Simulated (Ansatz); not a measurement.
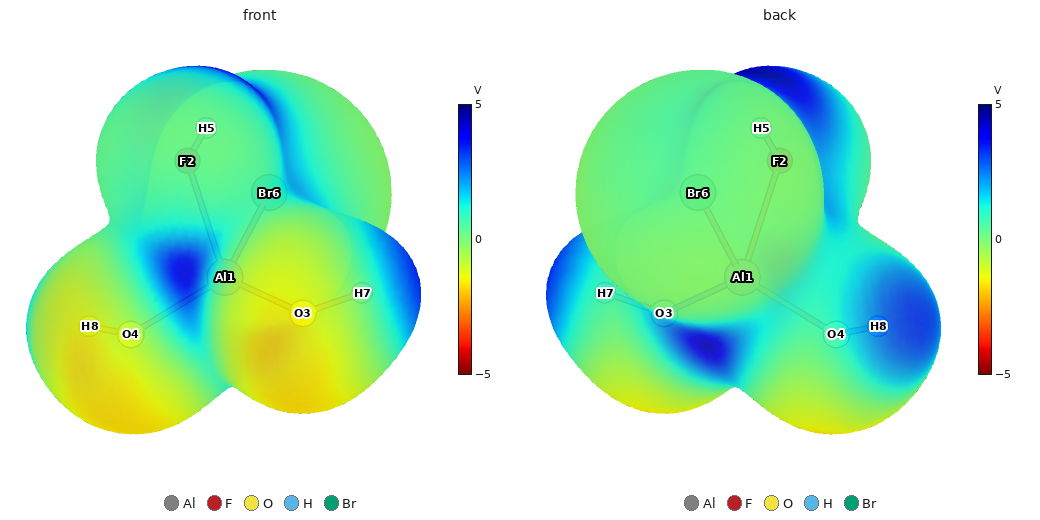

*AlBrFH3O2. The molecular electrostatic potential painted on the density surface at 0.004 e/bohr³, seen from the front and from behind; the colour scale runs from red (negative) to blue (positive).*

The product side of a reaction path; geometry: PBE0-D4/def2-TZVP.

Level of theory: RKS PBE0-D4/def2-TZVPP in Ansatz 0.2.0.

```
atom    x (Å)    y (Å)    z (Å)
  Al  -0.3369  -0.0041  -0.1562
   F   1.5071  -0.6872   0.3009
   O  -0.3066   0.1830  -1.8283
   O  -1.3786  -1.1402   0.5193
   H   1.7316   0.0729   0.8318
  Br   0.2837   1.8260   1.1588
   H   0.0990   0.9232  -2.2732
   H  -1.5995  -1.1737   1.4469
```

**Where is the surface potential most negative and most positive?**

The most negative region (about −1.8 V) lies over O3 and O4, the most positive (about +4.5 V) over H5.
